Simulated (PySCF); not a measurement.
**M06-2X/STO-3G run of SiH2O (oxosilane)**

What is the energy change on altering one bond length of SiH2O (oxosilane) at M06-2X/STO-3G? The job is set up through a Python script.

The calculation is run with PySCF 2.14.0.

18 further runs of the same task are left out: 8 that didn't finish, 10 set aside as unsound or not needed.

## 1. The molecule

SiH2O has 4 atoms, charge 0, and is taken as a singlet. SMILES: `O=[SiH2]`. The coordinates come from a PBE0-D4/def2-TZVP relaxation.

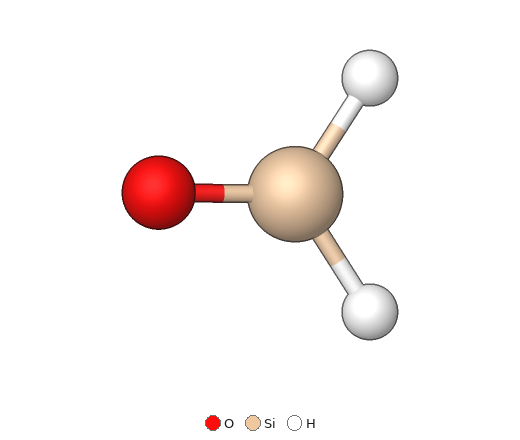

Viewed from a chosen angle; oxygen red, silicon light orange, hydrogen white.

## 2. The energy at M06-2X/STO-3G

File start.xyz:

```xyz
4
H2OSi
O     -0.283200     0.413500     1.469500
Si    -0.006700     0.009800     0.034900
H      0.439900    -1.346000    -0.376200
H     -0.150000     0.922700    -1.128300
```

File run.py:

```python
from pyscf import gto, dft

mol = gto.Mole()
mol.atom = 'start.xyz'
mol.max_memory = 1860
mol.basis = 'sto-3g'
mol.verbose = 4
mol.build()

myscf = dft.RKS(mol)
myscf.xc = 'm06-2x'
myscf.grids.level = 5
myscf.conv_tol = 1e-10
myscf.kernel()
if not myscf.converged:
    myscf = myscf.newton().run(myscf.mo_coeff, myscf.mo_occ)

e_final = myscf.e_tot
print('E = %.10f Eh' % e_final)
```

On the command line:

```
$ OMP_NUM_THREADS=1 python run.py
```

Log:

```text
PySCF version 2.14.0

[INPUT] num. atoms = 4
[INPUT] num. electrons = 24
[INPUT] charge = 0
[INPUT] spin (= nelec alpha-beta = 2S) = 0
[INPUT] symmetry False subgroup None
[INPUT] Mole.unit = angstrom
[INPUT] Symbol           X                Y                Z      unit          X                Y                Z       unit  Magmom
[INPUT]  1 O     -0.283200000000   0.413500000000   1.469500000000 AA   -0.535170438477   0.781401752508   2.776952540048 Bohr   0.0
[INPUT]  2 Si    -0.006700000000   0.009800000000   0.034900000000 AA   -0.012661165035   0.018519316021   0.065951441747 Bohr   0.0
[INPUT]  3 H      0.439900000000  -1.346000000000  -0.376200000000 AA    0.831290522196  -2.543571363665  -0.710914968061 Bohr   0.0
[INPUT]  4 H     -0.150000000000   0.922700000000  -1.128300000000 AA   -0.283458918685   1.743650295136  -2.132177986347 Bohr   0.0

nuclear repulsion = 52.4847900192363
number of shells = 10
number of NR pGTOs = 48
number of NR cGTOs = 16
basis = sto-3g
ecp = {}

******** <class 'pyscf.dft.rks.RKS'> ********
method = RKS
initial guess = minao
damping factor = 0
level_shift factor = 0
DIIS = <class 'pyscf.scf.diis.CDIIS'>
diis_start_cycle = 1
diis_space = 8
diis_damp = 0
SCF conv_tol = 1e-10
SCF conv_tol_grad = None
SCF max_cycles = 50
direct_scf = True
direct_scf_tol = 1e-13
XC library pyscf.dft.libxc version 7.0.0
    S. Lehtola, C. Steigemann, M. J.T. Oliveira, and M. A.L. Marques.,  SoftwareX 7, 1–5 (2018)
XC functionals = m06-2x
    Y. Zhao and D. G. Truhlar.,  Theor. Chem. Acc. 120, 215 (2008)
    Y. Zhao and D. G. Truhlar.,  Theor. Chem. Acc. 120, 215 (2008)
radial grids:
    Treutler-Ahlrichs [JCP 102, 346 (1995); DOI:10.1063/1.469408] (M4) radial grids

becke partition: Becke, JCP 88, 2547 (1988); DOI:10.1063/1.454033
pruning grids: <function nwchem_prune>
grids dens level: 5
symmetrized grids: False
atomic radii adjust function: <function treutler_atomic_radii_adjust>
small_rho_cutoff = 0
Set gradient conv threshold to 1e-05
Initial guess from minao.
tot grids = 133616
init E= -361.261751836651
  HOMO = -0.326551597692513  LUMO = 0.0150022778186245  gap/eV = 9.29415
cycle= 1 E= -361.153453122025  delta_E= 0.108  |g|= 0.731  |ddm|=  2.4
  HOMO = 0.0931557080256784  LUMO = 0.218441463558937  gap/eV = 3.40920
cycle= 2 E= -359.979130857744  delta_E= 1.17  |g|= 2.23  |ddm|= 3.78
  HOMO = -0.132574411124786  LUMO = 0.136384237206963  gap/eV = 7.31874
cycle= 3 E= -361.409742573075  delta_E= -1.43  |g|= 0.274  |ddm|= 2.49
  HOMO = -0.185113014121848  LUMO = 0.149367481976749  gap/eV = 9.10168
cycle= 4 E= -361.430856259189  delta_E= -0.0211  |g|= 0.0753  |ddm|= 0.263
  HOMO = -0.199685610092197  LUMO = 0.144533947062525  gap/eV = 9.36669
cycle= 5 E= -361.432521485471  delta_E= -0.00167  |g|= 0.0224  |ddm|= 0.0762
  HOMO = -0.203769127056942  LUMO = 0.144744338158808  gap/eV = 9.48353
cycle= 6 E= -361.432680401136  delta_E= -0.000159  |g|= 0.00271  |ddm|= 0.0286
  HOMO = -0.204370569430406  LUMO = 0.14478990607904  gap/eV = 9.50114
cycle= 7 E= -361.43268297795  delta_E= -2.58e-06  |g|= 0.000492  |ddm|= 0.00472
  HOMO = -0.204474932777402  LUMO = 0.14476589266146  gap/eV = 9.50333
cycle= 8 E= -361.432683059567  delta_E= -8.16e-08  |g|= 2.69e-05  |ddm|= 0.000796
  HOMO = -0.204480368797376  LUMO = 0.144767226334912  gap/eV = 9.50351
cycle= 9 E= -361.432683059893  delta_E= -3.27e-10  |g|= 2.14e-06  |ddm|= 7.05e-05
  HOMO = -0.204480860916269  LUMO = 0.144767176729784  gap/eV = 9.50352
cycle= 10 E= -361.432683059895  delta_E= -1.48e-12  |g|= 7.89e-08  |ddm|= 3.62e-06
  HOMO = -0.204480899407178  LUMO = 0.144767171194456  gap/eV = 9.50352
Extra cycle  E= -361.432683059895  delta_E= 1.14e-13  |g|= 1.34e-07  |ddm|= 2.74e-07
converged SCF energy = -361.432683059895
E = -361.4326830599 Eh
```

It took 2.4 s on 1 thread of Arm Neoverse V2, shared host; peak memory 0.19 GiB.

## 3. The distorted shape at the same level

File input.py:

```python
from pyscf import gto, dft

mol = gto.M(
    atom=[
    ('O', (-0.780899, 1.140159, 4.051776)),
    ('Si', (-0.006700, 0.009800, 0.034900)),
    ('H', (0.439900, -1.346000, -0.376200)),
    ('H', (-0.150000, 0.922700, -1.128300)),
],
    basis='sto-3g',
    charge=0,
    max_memory=1860,
    verbose=4,
)

mf = dft.RKS(mol, xc='m06-2x')
mf.grids.level = 5
mf.conv_tol = 1e-10
mf.kernel()
if not mf.converged:
    mf = mf.newton().run(mf.mo_coeff, mf.mo_occ)

e_final = mf.e_tot
print('E = %.10f Eh' % e_final)
```

On the command line:

```
$ OMP_NUM_THREADS=1 python input.py
```

Log:

```text
PySCF version 2.14.0

[INPUT] num. atoms = 4
[INPUT] num. electrons = 24
[INPUT] charge = 0
[INPUT] spin (= nelec alpha-beta = 2S) = 0
[INPUT] symmetry False subgroup None
[INPUT] Mole.unit = angstrom
[INPUT] Symbol           X                Y                Z      unit          X                Y                Z       unit  Magmom
[INPUT]  1 O     -0.780899000000   1.140159000000   4.051776000000 AA   -1.475685240947   2.154588248458   7.656746958086 Bohr   0.0
[INPUT]  2 Si    -0.006700000000   0.009800000000   0.034900000000 AA   -0.012661165035   0.018519316021   0.065951441747 Bohr   0.0
[INPUT]  3 H      0.439900000000  -1.346000000000  -0.376200000000 AA    0.831290522196  -2.543571363665  -0.710914968061 Bohr   0.0
[INPUT]  4 H     -0.150000000000   0.922700000000  -1.128300000000 AA   -0.283458918685   1.743650295136  -2.132177986347 Bohr   0.0

nuclear repulsion = 25.7750063392686
number of shells = 10
number of NR pGTOs = 48
number of NR cGTOs = 16
basis = sto-3g
ecp = {}

******** <class 'pyscf.dft.rks.RKS'> ********
method = RKS
initial guess = minao
damping factor = 0
level_shift factor = 0
DIIS = <class 'pyscf.scf.diis.CDIIS'>
diis_start_cycle = 1
diis_space = 8
diis_damp = 0
SCF conv_tol = 1e-10
SCF conv_tol_grad = None
SCF max_cycles = 50
direct_scf = True
direct_scf_tol = 1e-13
XC library pyscf.dft.libxc version 7.0.0
    S. Lehtola, C. Steigemann, M. J.T. Oliveira, and M. A.L. Marques.,  SoftwareX 7, 1–5 (2018)
XC functionals = m06-2x
    Y. Zhao and D. G. Truhlar.,  Theor. Chem. Acc. 120, 215 (2008)
    Y. Zhao and D. G. Truhlar.,  Theor. Chem. Acc. 120, 215 (2008)
radial grids:
    Treutler-Ahlrichs [JCP 102, 346 (1995); DOI:10.1063/1.469408] (M4) radial grids

becke partition: Becke, JCP 88, 2547 (1988); DOI:10.1063/1.454033
pruning grids: <function nwchem_prune>
grids dens level: 5
symmetrized grids: False
atomic radii adjust function: <function treutler_atomic_radii_adjust>
small_rho_cutoff = 0
Set gradient conv threshold to 1e-05
[... 1 set-up line as earlier in the session ...]
tot grids = 133616
init E= -360.528389801087
  HOMO = -0.295719523360414  LUMO = -0.162252641089575  gap/eV = 3.63182
cycle= 1 E= -359.467997777462  delta_E= 1.06  |g|= 0.254  |ddm|= 2.29
  HOMO = -0.0523852707028778  LUMO = 0.315354128420035  gap/eV = 10.00670
cycle= 2 E= -341.636233431602  delta_E= 17.8  |g|= 0.361  |ddm|= 9.14
  HOMO = -0.0991023263631479  LUMO = 0.097452296217246  gap/eV = 5.34852
cycle= 3 E= -359.465705896732  delta_E= -17.8  |g|= 0.241  |ddm|= 9.13
  HOMO = -0.198210977534722  LUMO = 0.0252560793031976  gap/eV = 6.08085
cycle= 4 E= -359.473292379495  delta_E= -0.00759  |g|= 0.212  |ddm|= 0.079
  HOMO = 0.0259957335297155  LUMO = 0.176352716127944  gap/eV = 4.09142
cycle= 5 E= -341.636633702612  delta_E= 17.8  |g|= 0.352  |ddm|= 9.14
  HOMO = 0.0375035001515238  LUMO = 0.148534616325734  gap/eV = 3.02131
cycle= 6 E= -341.636846535725  delta_E= -0.000213  |g|= 0.352  |ddm|= 0.00637
  HOMO = 0.0563938592874816  LUMO = 0.0758380550741418  gap/eV = 0.52910
cycle= 7 E= -352.633812281002  delta_E=  -11  |g|= 0.344  |ddm|= 5.43
  HOMO = 0.00771414787368685  LUMO = 0.229060296266606  gap/eV = 6.02314
cycle= 8 E= -341.636463060197  delta_E=   11  |g|= 0.354  |ddm|= 5.43
  HOMO = 0.233362368993253  LUMO = 0.254591536621731  gap/eV = 0.57768
cycle= 9 E= -352.649675092464  delta_E=  -11  |g|= 0.371  |ddm|= 5.44
  HOMO = 0.142639749107567  LUMO = 0.3175900530424  gap/eV = 4.76064
cycle= 10 E= -359.439097760024  delta_E= -6.79  |g|= 0.365  |ddm|= 7.38
  HOMO = 0.237870625631736  LUMO = 0.252184807722399  gap/eV = 0.38951
[... cycles 11 to 31 left out ...]
cycle= 32 E= -361.139099909702  delta_E= -1.24e-05  |g|= 0.000212  |ddm|= 0.0644
  HOMO = -0.135339761727889  LUMO = 0.0231727739895542  gap/eV = 4.31335
cycle= 33 E= -361.139104800827  delta_E= -4.89e-06  |g|= 4.15e-05  |ddm|= 0.0749
  HOMO = -0.135340110493904  LUMO = 0.0226820769741297  gap/eV = 4.30000
cycle= 34 E= -361.139104809175  delta_E= -8.35e-09  |g|= 3.91e-05  |ddm|= 0.00642
  HOMO = -0.135340211469549  LUMO = 0.0227274651827213  gap/eV = 4.30124
cycle= 35 E= -361.139104818048  delta_E= -8.87e-09  |g|= 3.88e-05  |ddm|= 0.000622
  HOMO = -0.135340167553638  LUMO = 0.0227259086328638  gap/eV = 4.30120
cycle= 36 E= -361.139104843188  delta_E= -2.51e-08  |g|= 3.83e-05  |ddm|= 0.000973
  HOMO = -0.135340260196918  LUMO = 0.0227432155816846  gap/eV = 4.30167
cycle= 37 E= -361.139105007768  delta_E= -1.65e-07  |g|= 3.56e-05  |ddm|= 0.00633
  HOMO = -0.135337664231136  LUMO = 0.0229950847352089  gap/eV = 4.30845
cycle= 38 E= -361.139105906794  delta_E= -8.99e-07  |g|= 8.46e-06  |ddm|= 0.0605
  HOMO = -0.135339219997839  LUMO = 0.0228282308321243  gap/eV = 4.30396
cycle= 39 E= -361.139105941366  delta_E= -3.46e-08  |g|= 1.45e-06  |ddm|= 0.0133
  HOMO = -0.135339951134377  LUMO = 0.022769875724331  gap/eV = 4.30239
cycle= 40 E= -361.139105941597  delta_E= -2.31e-10  |g|= 3.09e-07  |ddm|= 0.00101
  HOMO = -0.135339745430681  LUMO = 0.0227865708934784  gap/eV = 4.30284
cycle= 41 E= -361.139105941606  delta_E= -8.64e-12  |g|= 6.43e-08  |ddm|= 0.000149
  HOMO = -0.135339732467289  LUMO = 0.0227877583170679  gap/eV = 4.30287
Extra cycle  E= -361.139105941606  delta_E= -1.71e-13  |g|= 3.35e-08  |ddm|= 3.31e-07
converged SCF energy = -361.139105941606
E = -361.1391059416 Eh
```

Run time: 7.2 s. Hardware: 1 thread of Arm Neoverse V2, shared host; peak memory 0.19 GiB.

## 4. What came out

Level: M06-2X/STO-3G.

```
                                                          quantity          value
                                         first shape: total energy  -361.43268 Eh
                                        first shape: dipole moment         1.77 D
                                          first shape: HOMO energy       -5.56 eV
                                          first shape: LUMO energy        3.94 eV
                                        first shape: HOMO–LUMO gap        9.50 eV
                                     distorted shape: total energy  -361.13911 Eh
                                    distorted shape: dipole moment         0.58 D
                                      distorted shape: HOMO energy       -3.68 eV
                                      distorted shape: LUMO energy        0.62 eV
                                    distorted shape: HOMO–LUMO gap        4.30 eV
energy change with the O1–Si2 bond stretched from 1.516 to 4.244 Å       7.989 eV
```

**Reading.** With the O1–Si2 bond stretched from 1.516 to 4.244 Å the energy rises by 7.99 eV (771 kJ/mol). The first shape isn't relaxed at this level, so the change isn't measured from a minimum. A restricted reference can't describe the breaking bond well at this length. The minimal basis adds a large error of its own. Mulliken charges (first shape) run from -0.39 on O1 to +0.66 on Si2; they depend strongly on the basis. Mulliken charges (distorted shape) run from -0.19 on H3 to +0.37 on Si2; they depend strongly on the basis.
